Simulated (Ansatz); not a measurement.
The figure comes from a scan of AlCo (CsCl type): one Co atom of a 4-atom cell moves by s along Cartesian z, with its periodic images. These are PBE (plane waves to 420 eV, PAW, scalar-relativistic; Ansatz, an electronic-structure program) values and carry that method's errors. k mesh 7×13×13 (Γ-centred), Fermi-Dirac smearing 0.05 eV. The energy includes the smearing's −TS. With partly filled bands, energies and forces of such displacements shift with the k mesh and the smearing. AlCo is run without spin polarisation. AlCo was relaxed with its symmetry unable to fall. The zero of ΔE is the undisplaced structure.

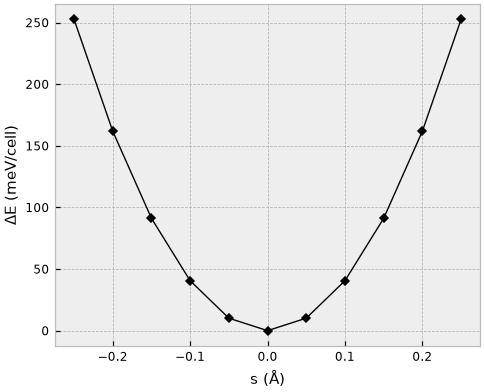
Figure: ΔE (meV/cell) against s (Å); computed points joined by lines.

Question: Read the plotted values off the figure, to the accuracy that the plot allows.

Answer: To the nearest 5:

```csv
s (Å),ΔE (meV/cell)
-0.250,255
-0.200,160
-0.150,90
-0.100,40
-0.050,10
0.000,0
0.050,10
0.100,40
0.150,90
0.200,160
0.250,255
```

(For displaced atoms, the force is minus the slope of the energy, and its curvature is a force constant, which sets phonon frequencies.)
